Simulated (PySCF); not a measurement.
## CH4ClSi: geometry relaxation

CH4ClSi, multiplicity 2, SMILES C[SiH]Cl, computed with PBE0-D3(BJ)/def2-SVP geometry optimisation, gas phase (PySCF 2.14.0).

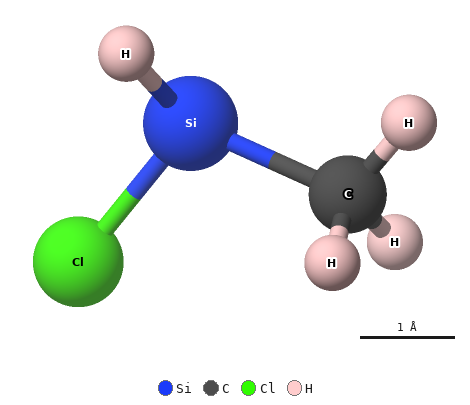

**Figure 1.** The input geometry (ball-and-stick view, seen at a tilt). Bond lengths as drawn: Cl–Si 2.01 Å, C–H 1.08 to 1.09 Å, C–Si 1.93 Å and H–Si 1.49 Å.

Key numbers:

- outcome: converged
- total energy: −789.627135 hartree
- ⟨S²⟩: 0.752
- dipole moment: 1.91 D
- point group: C1
- hardware: 1 CPU thread, shared host
- wall time: 27 s
- peak memory: 0.36 GiB

Input file:
```
{"job": {"xc": "PBE0", "basis": "def2-SVP", "d3": "d3bj", "grid": 2, "kind": "geom", "shake": 0.01}, "charge": 0, "multiplicity": 2}
Si     0.801937    -0.367670     0.694475
C     -0.801028     0.290315    -0.153509
Cl     1.522053    -1.912323    -0.376781
H      1.855933     0.674588     0.814840
H     -1.570986    -0.474872    -0.199640
H     -0.586784     0.604702    -1.177730
H     -1.190507     1.151256     0.375498
```

The first line tells a small driver script what to run in PySCF; the rest is the geometry in Å.

Run as:
```bash
OMP_NUM_THREADS=1 python <driver script> task.json out
```

Output:
```
step   0  E = -789.62406624  max force = 0.027189
step   1  E = -789.62696047  max force = 0.004500
step   2  E = -789.62710243  max force = 0.002358
step   3  E = -789.62713388  max force = 0.000621
step   4  E = -789.62713525  max force = 0.000096
optimisation converged
```

Trajectory as extended XYZ (Å, eV, eV/Å), 5 frames, from step=0 to step=4:
```
7
Properties=species:S:1:pos:R:3:forces:R:3 step=0 energy=-21486.76528
Si    0.8019   -0.3677    0.6945   -1.3981   1.0409   0.3987
C    -0.8010    0.2903   -0.1535    1.0840  -0.3375   0.2210
Cl    1.5220   -1.9123   -0.3768    0.5194  -1.0072  -0.7133
H     1.8559    0.6746    0.8148    0.1204   0.1652  -0.0602
H    -1.5710   -0.4749   -0.1996   -0.2800  -0.3846   0.0777
H    -0.5868    0.6047   -1.1777    0.1708   0.0608  -0.3300
H    -1.1905    1.1513    0.3755   -0.2165   0.4624   0.4060
7
Properties=species:S:1:pos:R:3:forces:R:3 step=1 energy=-21486.84403
Si    0.7558   -0.3832    0.6066    0.2001  -0.1210  -0.2194
C    -0.7627    0.3110   -0.2475   -0.1395  -0.0294  -0.0330
Cl    1.5248   -1.9809   -0.5185   -0.1462   0.2314   0.1730
H     1.8440    0.6493    0.6948   -0.0453  -0.0480   0.0322
H    -1.5601   -0.4472   -0.3059    0.0381   0.0390   0.0059
H    -0.5194    0.6303   -1.2751    0.0435  -0.0198   0.0305
H    -1.1540    1.1836    0.3018    0.0492  -0.0522   0.0108
7
Properties=species:S:1:pos:R:3:forces:R:3 step=2 energy=-21486.84790
Si    0.7593   -0.3775    0.5990    0.0821  -0.1212  -0.0740
C    -0.7642    0.3090   -0.2494   -0.0429  -0.0010  -0.0230
Cl    1.5134   -1.9760   -0.5163   -0.0667   0.1183   0.0819
H     1.8470    0.6490    0.6994   -0.0091   0.0025  -0.0002
H    -1.5597   -0.4490   -0.3067    0.0136   0.0026   0.0038
H    -0.5172    0.6289   -1.2752    0.0118   0.0016   0.0045
H    -1.1502    1.1785    0.3055    0.0113  -0.0027   0.0070
7
Properties=species:S:1:pos:R:3:forces:R:3 step=3 energy=-21486.84875
Si    0.7608   -0.3784    0.5975    0.0048  -0.0319  -0.0082
C    -0.7641    0.3082   -0.2498    0.0052   0.0084   0.0030
Cl    1.5047   -1.9722   -0.5156   -0.0047   0.0085   0.0095
H     1.8464    0.6490    0.6975    0.0057   0.0103  -0.0023
H    -1.5584   -0.4501   -0.3076   -0.0045  -0.0056  -0.0015
H    -0.5140    0.6299   -1.2741   -0.0008   0.0041   0.0000
H    -1.1470    1.1764    0.3086   -0.0058   0.0063  -0.0005
7
Properties=species:S:1:pos:R:3:forces:R:3 step=4 energy=-21486.84879
Si    0.7613   -0.3799    0.5967   -0.0019  -0.0044  -0.0003
C    -0.7640    0.3089   -0.2493    0.0049   0.0020   0.0047
Cl    1.5035   -1.9738   -0.5155   -0.0005  -0.0010   0.0005
H     1.8470    0.6484    0.6959    0.0008   0.0011  -0.0027
H    -1.5584   -0.4494   -0.3083   -0.0010  -0.0008  -0.0017
H    -0.5139    0.6320   -1.2732   -0.0008   0.0026  -0.0004
H    -1.1471    1.1767    0.3099   -0.0016   0.0006  -0.0002
```

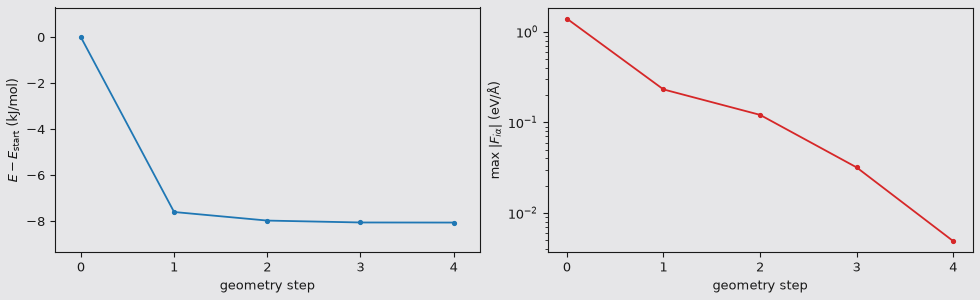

**Figure 2.** Progress of the relaxation, step by step (steps are counted from 0).

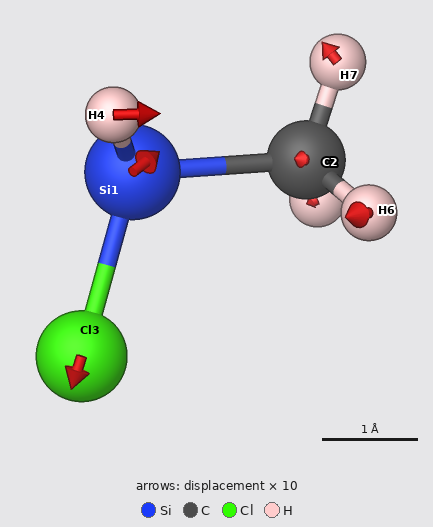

**Figure 3.** The starting structure with the displacements as red arrows, magnified 10 times (ball-and-stick view, seen at a tilt). The two geometries are laid on each other by the best rigid fit. Over 4 geometry steps the energy falls by 8.06 kJ/mol. Largest force component: 1.4 eV/Å at the start, 0.0049 eV/Å at the end. The largest move after the best rigid fit is that of H4, 0.051 Å. By element the largest moves are H 0.051 Å, Si 0.047 Å, Cl 0.038 Å, C 0.017 Å. Among the contacts that change: Si1–Cl3 2.013 → 2.081 Å, Si1–C2 1.929 → 1.875 Å, C2–H7 1.083 → 1.101 Å, C2–H5 1.086 → 1.100 Å. (Atoms are counted from 1 in the order of the input.)
